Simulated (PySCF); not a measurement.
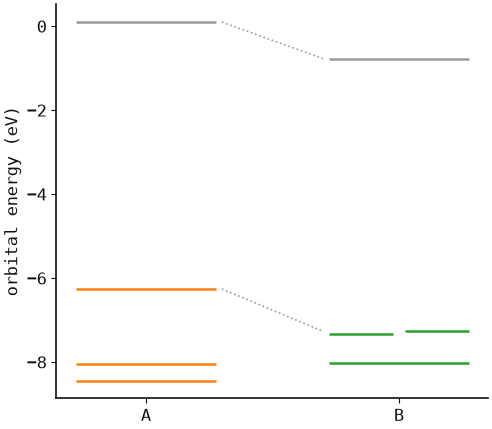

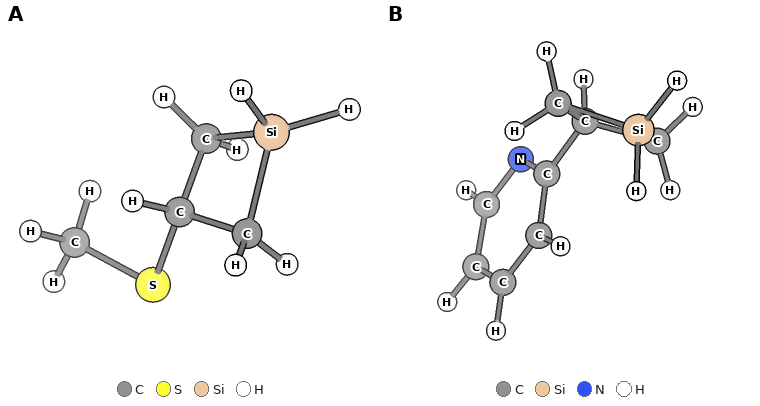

Related molecules: A is C₄H₁₀SSi, SMILES CSC1C[SiH2]C1; B is C₈H₁₁NSi, SMILES c1ccc(C2C[SiH2]C2)nc1. Frontier orbital energies, PBE0/def2-SVPD with PySCF, at a PBE0-D3(BJ)/def2-SVP geometry (no frequency check); drawn are at most three filled levels and, in grey, the LUMO with any level within 0.03 eV of it; dotted lines join the HOMOs and the LUMOs.

Question: What does the change do to the frontier levels?

Answer: From A to B the HOMO falls by 1.01 eV and the LUMO falls by 0.87 eV, so the separation goes from 6.36 to 6.50 eV.

Question: Does the ΔSCF ionisation energy follow the HOMO?

Answer: A: −ε(HOMO) 6.26, ΔSCF 8.24 eV; B: −ε(HOMO) 7.27, ΔSCF 8.95 eV.

Caveats, for all or some of the runs: empty levels above zero depend strongly on the basis; one conformer of a flexible molecule.
